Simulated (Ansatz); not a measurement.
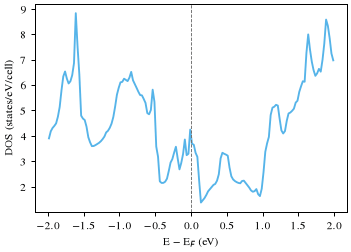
Figure. Density of states of K2Mg5Sn3 (I4/mmm) near the Fermi level, PBEsol, rigid bands (Ansatz, a program for electronic structure).

With 10 atoms a cell, what bare Sommerfeld coefficient γ = (π²/3) k_B² N(E_F) follows?

N(E_F) ≈ 3.6 states/eV a cell at 300 K, so γ ≈ 0.86 mJ/(mol of atoms·K²), before electron-phonon enhancement.

How far does the Fermi level move in a rigid band for 0.1 electron a cell added or removed?

28 meV and -28 meV.

A metal at this level (no band gap); rigid bands, thermally averaged at 300 K, both spins. Spin-orbit coupling is left out. Geometry: cell and atoms relaxed with PBEsol.

Computed structure with no diffraction record at hand here (it may be known, metastable or hypothetical): K2Mg5Sn3 (I4/mmm).
